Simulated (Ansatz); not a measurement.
# BHLYP/STO-3G run of H2S2 (SMILES SS)

What is the energy change on altering one bond length of H2S2 at BHLYP/STO-3G? 

The calculation is run with Ansatz 0.2.0.

44 further runs of the same task are left out: 10 that didn't finish, 34 set aside as unsound or not needed.

**1. Starting point**

The species is H2S2 (4 atoms), meant as a singlet with charge 0. As SMILES, `SS`. Geometry: relaxed at PBE0-D4/def2-TZVP.

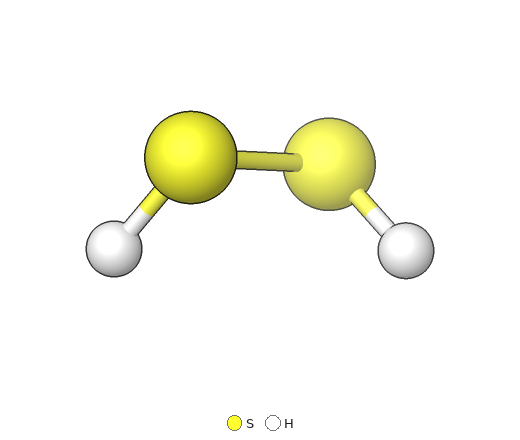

The structure, seen from a chosen angle (sulfur yellow, hydrogen white).

**2. A single-point energy at BHLYP/STO-3G**

Input file run.yaml:

```yaml
crystal:
  periodic: [false, false, false]
  atoms:
    - symbol: S
      position_ang: [0.784480, -0.789210, 0.166690]
    - symbol: S
      position_ang: [0.060220, 1.121560, 0.067360]
    - symbol: H
      position_ang: [-0.225420, -1.352590, 0.856880]
    - symbol: H
      position_ang: [-0.619290, 1.020250, -1.090950]
basis:
  gaussian: {orbitals: STO-3G}
accuracy: high
hamiltonian: {xc: {name: BHLYP}}
```

Run with:

```
ansatz run run.yaml --threads 1 --pin off --max-ram 3480MiB --events-out events.jsonl --progress --plain --runs-dir runs
```

The log of the run:

```text
Warning: RAYON_NUM_THREADS=1 ignored (pool sized by the plan → 1); use --threads N
Functional definition: BHLYP
  name "BHLYP"
  parameter a = 0.5
  exchange = (1 - a)*b88_x + a*exact_x
  correlation = lyp_c
344 factors; integrals over basis functions are off by at most 1.3e-8 eV
mean field evaluation 1: about -21462.6761 eV, gradient 6.3e0 eV
mean field evaluation 2: about -21462.8793 eV, gradient 1.3e0 eV
mean field evaluation 4: about -21462.9041 eV, gradient 2.4e-1 eV
mean field evaluation 8: about -21462.9044 eV, gradient 4.4e-4 eV
mean field -21462.90438264 eV, -788.7471879830 hartree, gradient 7.1e-9 eV, S^2 0.000000; 0 other end points of the search recorded, 0 dependent functions left out
reference -21462.90439934 eV, -788.7471885966 hartree; 17, 17 occupied and 3, 3 virtual orbitals, 344 factors
Total energy: -21462.90439934 eV, -788.7471885966 hartree
```

Run time: 0.42 s. Hardware: 1 thread of Intel Xeon 6975P-C (Granite Rapids), shared host.

**3. The distorted shape, same level**

Input file in.yaml:

```yaml
crystal:
  periodic: [false, false, false]
  atoms:
    - {symbol: S, position_ang: [0.965545, -1.266903, 0.191523]}
    - {symbol: S, position_ang: [0.060220, 1.121560, 0.067360]}
    - {symbol: H, position_ang: [-0.044355, -1.830283, 0.881713]}
    - {symbol: H, position_ang: [-0.619290, 1.020250, -1.090950]}
basis:
  gaussian: {orbitals: STO-3G}
hamiltonian: {xc: {name: BHLYP}}
accuracy: high
```

Run with:

```
ansatz run in.yaml --threads 1 --pin off --max-ram 3480MiB --events-out events.jsonl --progress --plain --runs-dir runs
```

The log of the run:

```text
Warning: RAYON_NUM_THREADS=1 ignored (pool sized by the plan → 1); use --threads N
[... 5 set-up lines as earlier in the session ...]
328 factors; integrals over basis functions are off by at most 2.0e-8 eV
mean field evaluation 1: about -21461.0550 eV, gradient 6.7e0 eV
mean field evaluation 2: about -21461.2728 eV, gradient 1.7e0 eV
mean field evaluation 4: about -21461.2866 eV, gradient 5.2e-2 eV
mean field evaluation 8: about -21461.2831 eV, gradient 2.6e-3 eV
mean field evaluation 16: about -21461.2831 eV, gradient 7.3e-8 eV
mean field -21461.28314071 eV, -788.6876084409 hartree, gradient 7.3e-8 eV, S^2 0.000000; 0 other end points of the search recorded, 0 dependent functions left out
reference -21461.28315816 eV, -788.6876090821 hartree; 17, 17 occupied and 3, 3 virtual orbitals, 328 factors
Total energy: -21461.28315816 eV, -788.6876090821 hartree
```

Wall time 0.42 s (1 thread of Intel Xeon 6975P-C (Granite Rapids), shared host).

**4. Results**

Level: BHLYP/STO-3G.

| quantity | value |
| --- | --- |
| first shape: total energy | -788.74719 Eh |
| distorted shape: total energy | -788.68761 Eh |
| energy change with the S1–S2 bond stretched from 2.046 to 2.557 Å | 1.621 eV |

What this shows: With the S1–S2 bond stretched from 2.046 to 2.557 Å the energy rises by 1.62 eV (156 kJ/mol). The first shape isn't relaxed at this level, so the change isn't measured from a minimum. The minimal basis adds a large error of its own.
